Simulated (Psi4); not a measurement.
**C2HCl2F (SMILES FC=C(Cl)Cl) at B3LYP/6-31G(d) (Cartesian functions)**

What is the vertical singlet–triplet gap of C2HCl2F at B3LYP/6-31G* (Cartesian functions)? 

Program for the calculation: Psi4 1.11.

2 further runs of the same task are left out: 2 set aside as unsound or not needed.

**1. The structure to begin with**

The species is C2HCl2F (6 atoms), meant as a singlet with charge 0. SMILES: `FC=C(Cl)Cl`. The shape is that of a PBE0-D4/def2-TZVP optimisation.

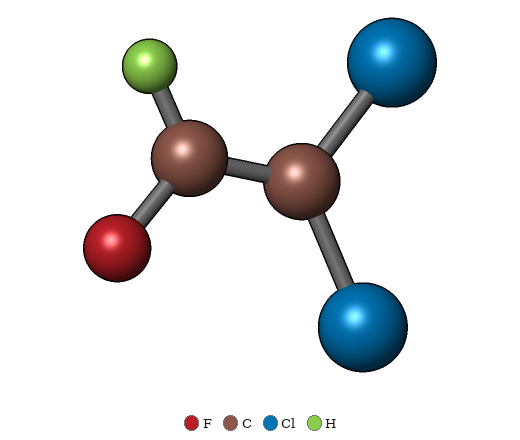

The structure, seen from a chosen angle (fluorine red, carbon brown, chlorine blue, hydrogen green).

**2. The energy at B3LYP/6-31G(d) (Cartesian functions)**

Contents of c2hcl2f.inp:

```
memory 2200 MB

molecule molecule1 {
  0 1
  F      0.369860    -1.453540     1.016570
  C      0.335170    -0.183710     0.639080
  C     -0.249490     0.193990    -0.489960
  Cl    -1.002700    -0.907170    -1.549080
  Cl    -0.269610     1.845290    -0.936840
  H      0.816790     0.505150     1.320220
  symmetry c1
}

set {
  basis 6-31G*
  reference rks
  puream false
  e_convergence 1e-09
  d_convergence 1e-08
  scf_type pk
  dft_radial_points 99
  dft_spherical_points 590
}

e_tot, wfn = energy("b3lyp", return_wfn=True)
oeprop(wfn, "MAYER_INDICES", "LOWDIN_CHARGES", "DIPOLE")
```

Started as:

```bash
psi4 c2hcl2f.inp c2hcl2f.out -n 1
```

c2hcl2f.out:

```text
[...]
  Running in c1 symmetry.
[...]
  Nuclear repulsion =  265.257491662507050
[...]
  Multiplicity = 1
[...]
  Nalpha       = 28
  Nbeta        = 28
[...]
    Number of basis functions: 85
[...]
   @RKS iter   1: -1096.92111172784348    3.27372e-02   4.62736e-03 ADIIS/DIIS
[...]
   @RKS iter  11: -1096.99795844469577   -6.82121e-12   8.95941e-09 DIIS
[...]
    Orbital Energies [Eh]
    ---------------------
    Doubly Occupied:
       1A   -101.576575     2A   -101.574837     3A    -24.734425
       4A    -10.307410     5A    -10.296999     6A     -9.493471
       7A     -9.491571     8A     -7.257865     9A     -7.255980
      10A     -7.247280    11A     -7.247192    12A     -7.245483
      13A     -7.245210    14A     -1.251068    15A     -0.938878
      16A     -0.855362    17A     -0.761240    18A     -0.607796
      19A     -0.552796    20A     -0.525163    21A     -0.486904
      22A     -0.458323    23A     -0.411298    24A     -0.402966
      25A     -0.353933    26A     -0.341619    27A     -0.326975
      28A     -0.255835
[...]
  @RKS Final Energy: -1096.99795844469577
   => Energetics <=
    Nuclear Repulsion Energy =            265.2574916625070500
    One-Electron Energy =               -2040.5901475632351776
    Two-Electron Energy =                 741.3632573029512969
    DFT Exchange-Correlation Energy =     -63.0285598469189097
    Empirical Dispersion Energy =           0.0000000000000000
    VV10 Nonlocal Energy =                  0.0000000000000000
    Total Energy =                      -1096.9979584446957688
[...]
 Multipole Moments:
 ------------------------------------------------------------------------------------
     Multipole            Electronic (a.u.)      Nuclear  (a.u.)        Total (a.u.)
 ------------------------------------------------------------------------------------
 L = 1.  Multiply by 2.5417464519 to convert [e a0] to [Debye]
 Dipole X            :         -0.7758885            1.0074456            0.2315571
 Dipole Y            :         -0.8311829            1.0798372            0.2486544
 Dipole Z            :         -1.1666604            1.5147033            0.3480429
 Magnitude           :                                                    0.4863965
[...]
```

Wall time 19 s (1 thread of AMD EPYC 7R43 (Zen 3), shared host); peak memory 0.97 GiB.

**3. The triplet: energy and forces at UB3LYP/6-31G(d) (Cartesian functions)**

Contents of job.json:

```json
{
  "schema_name": "qcschema_input",
  "schema_version": 1,
  "molecule": {
    "schema_name": "qcschema_molecule",
    "schema_version": 2,
    "symbols": ["F", "C", "C", "Cl", "Cl", "H"],
    "geometry": [0.6989341, -2.74679251, 1.92103889, 0.63337951, -0.34716159, 1.20768617, -0.47146777, 0.36658797, -0.92589021, -1.89482839, -1.71430285, -2.92733695, -0.50948906, 3.48709272, -1.77037102, 1.5435094, 0.95459515, 2.49485422],
    "molecular_charge": 0,
    "molecular_multiplicity": 3,
    "fix_symmetry": "c1",
    "fix_com": true,
    "fix_orientation": true
  },
  "driver": "gradient",
  "model": {
    "method": "b3lyp",
    "basis": "6-31G*"
  },
  "keywords": {
    "reference": "uks",
    "puream": false,
    "e_convergence": 1e-09,
    "d_convergence": 1e-08,
    "scf_type": "pk",
    "dft_radial_points": 99,
    "dft_spherical_points": 590,
    "maxiter": 100,
    "scf_properties": ["DIPOLE", "MULLIKEN_CHARGES", "WIBERG_LOWDIN_INDICES"]
  }
}
```

Started as:

```bash
psi4 --qcschema job.json -n 1 --memory 2200MB
```

stdout, shortened:

```text
[...]
  Running in c1 symmetry.
[...]
  Nuclear repulsion =  265.257491659886568
[...]
  Multiplicity = 3
[...]
  Nalpha       = 29
  Nbeta        = 27
[...]
    Number of basis functions: 85
[...]
   @UKS iter   1: -1096.72104594161351    2.32803e-01   5.60919e-03 ADIIS/DIIS
[...]
   @UKS iter  13: -1096.84794542610030   -1.18234e-11   9.68126e-09 DIIS
[...]
   @S^2 Observed:                2.006934911E+00
[...]
  @UKS Final Energy: -1096.84794542610030
   => Energetics <=
    Nuclear Repulsion Energy =            265.2574916598865684
    One-Electron Energy =               -2040.3105883021744376
    Two-Electron Energy =                 741.2638837282553368
    DFT Exchange-Correlation Energy =     -63.0587325120676141
    Empirical Dispersion Energy =           0.0000000000000000
    VV10 Nonlocal Energy =                  0.0000000000000000
    Total Energy =                      -1096.8479454261002957
[...]
 Multipole Moments:
 ------------------------------------------------------------------------------------
     Multipole            Electronic (a.u.)      Nuclear  (a.u.)        Total (a.u.)
 ------------------------------------------------------------------------------------
 L = 1.  Multiply by 2.5417464519 to convert [e a0] to [Debye]
 Dipole X            :         32.1745458          -32.0680099            0.1065359
 Dipole Y            :         -6.1974810            6.4874486            0.2899676
 Dipole Z            :         58.5024417          -58.3860555            0.1163862
 Magnitude           :                                                    0.3301164
[...]
  Mulliken Charges: (a.u.)
   Center  Symbol    Alpha    Beta     Spin     Total
       1     F     4.66092  4.55672  0.10419 -0.21764
       2     C     3.40818  2.45920  0.94898  0.13262
       3     C     3.52857  2.72771  0.80086 -0.25628
[...]
  -Total Gradient:
     Atom            X                  Y                   Z
    ------   -----------------  -----------------  -----------------
       1        0.003576822902     0.016774462706     0.002169104154
       2       -0.092691622394     0.026635726115    -0.170730636980
       3        0.090935930899    -0.049483745101     0.173303179449
       4        0.000886254353     0.005162960498     0.000276791248
       5       -0.002740485500    -0.000534656518    -0.004710622925
       6        0.000032695654     0.001441236319    -0.000307550669
[...]
```

The result, in JSON:

```text
{
 "driver": "gradient",
 "model": {
  "method": "b3lyp",
  "basis": "6-31G*"
 },
 "success": true,
 "return_result": [0.003576822902253158, 0.01677446270633043, 0.002169104154145396, -0.09269162239356298, 0.026635726114755856, -0.1707306369801416, 0.09093593089853425, -0.049483745101036786, 0.1733031794490302, 0.0008862543532428269, 0.005162960498261759, 0.0002767912478054274, -0.0027404854995466566, -0.0005346565183772245, -0.004710622924501737, 3.2695654070991065e-05, 0.0014412363185906385, -0.0003075506691212482],
 "properties": {
  "calcinfo_nbasis": 85,
  "calcinfo_nmo": 85,
  "calcinfo_nalpha": 29,
  "calcinfo_nbeta": 27,
  "calcinfo_natom": 6,
  "nuclear_repulsion_energy": 265.25749165988657,
  "return_energy": -1096.8479454261003,
  "return_gradient": [0.003576822902253158, 0.01677446270633043, 0.002169104154145396, -0.09269162239356298, 0.026635726114755856, -0.1707306369801416, 0.09093593089853425, -0.049483745101036786, 0.1733031794490302, 0.0008862543532428269, 0.005162960498261759, 0.0002767912478054274, -0.0027404854995466566, -0.0005346565183772245, -0.004710622924501737, 3.2695654070991065e-05, 0.0014412363185906385, -0.0003075506691212482],
  "scf_one_electron_energy": -2040.3105883021744,
  "scf_two_electron_energy": 741.2638837282553,
  "scf_xc_energy": -63.058732512067614,
  "scf_dipole_moment": [0.10653591654664041, 0.2899676160508511, 0.11638615187879253],
  "scf_total_energy": -1096.8479454261003,
  "scf_total_gradient": [0.003576822902253158, 0.01677446270633043, 0.002169104154145396, -0.09269162239356298, 0.026635726114755856, -0.1707306369801416, 0.09093593089853425, -0.049483745101036786, 0.1733031794490302, 0.0008862543532428269, 0.005162960498261759, 0.0002767912478054274, -0.0027404854995466566, -0.0005346565183772245, -0.004710622924501737, 3.2695654070991065e-05, 0.0014412363185906385, -0.0003075506691212482],
  "scf_iterations": 13
 }
}
```

Run time: 40 s. Hardware: 1 thread of AMD EPYC 7R43 (Zen 3), shared host; peak memory 0.96 GiB.

**4. What came out**

At B3LYP/6-31G* (Cartesian functions):

| quantity | value |
| --- | --- |
| singlet: total energy | -1096.99796 Eh |
| singlet: dipole moment | 1.24 D |
| singlet: HOMO energy | -6.96 eV |
| singlet: LUMO energy | -0.23 eV |
| singlet: HOMO–LUMO gap | 6.73 eV |
| triplet: total energy | -1096.84795 Eh |
| triplet: dipole moment | 0.84 D |
| triplet: HOMO energy (highest over α and β) | -2.94 eV |
| triplet: ⟨S²⟩ | 2.007 |
| triplet: largest force on an atom | 10.381 eV/Å |
| vertical energy of the triplet above the singlet | 4.082 eV |

At this shape the triplet lies 4.08 eV (394 kJ/mol) above the singlet.
